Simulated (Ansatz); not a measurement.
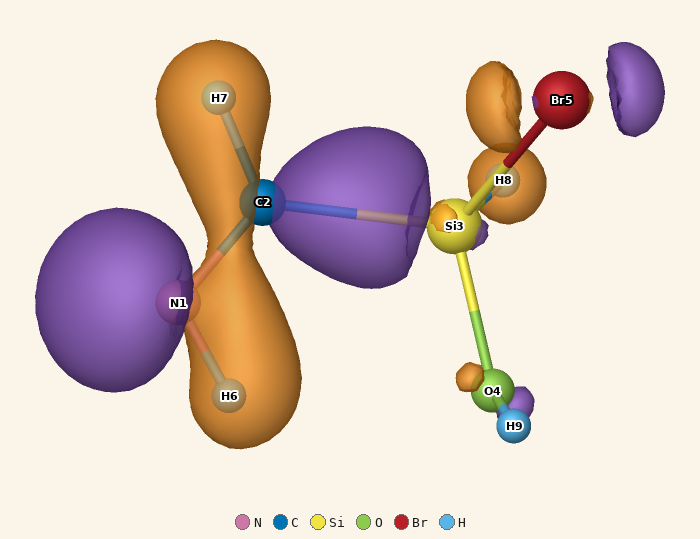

Figure. CH4BrNOSi (SMILES N=C[SiH](O)Br). One frontier orbital at ±0.15 Å⁻³ᐟ² (orange and purple are the two phases), seen across its widest extent.

Geometry: PBE0-D4/def2-TZVP.

The calculation used RKS PBE0-D4/def2-TZVPP (Ansatz).

```xyz
9

N     0.7395    0.9296    1.5949
C     0.5868    1.0472    0.3405
Si   -0.4442   -0.1389   -0.6951
O    -0.9341   -1.3836    0.2449
Br    0.8321   -0.8540   -2.3678
H     0.2294    0.1158    1.9502
H     1.0931    1.8916   -0.1418
H    -1.6486    0.4973   -1.2664
H    -0.3655   -2.1515    0.3236
```

**Which orbital is it: HOMO or LUMO?**

The HOMO, at −7.44 eV. Its weight (Hirshfeld) is mainly on N1 (about 45 %), C2 (about 15 %), Si3 (about 10 %), Br5 (about 10 %), H6 (about 5 %) and H7 (about 5 %).
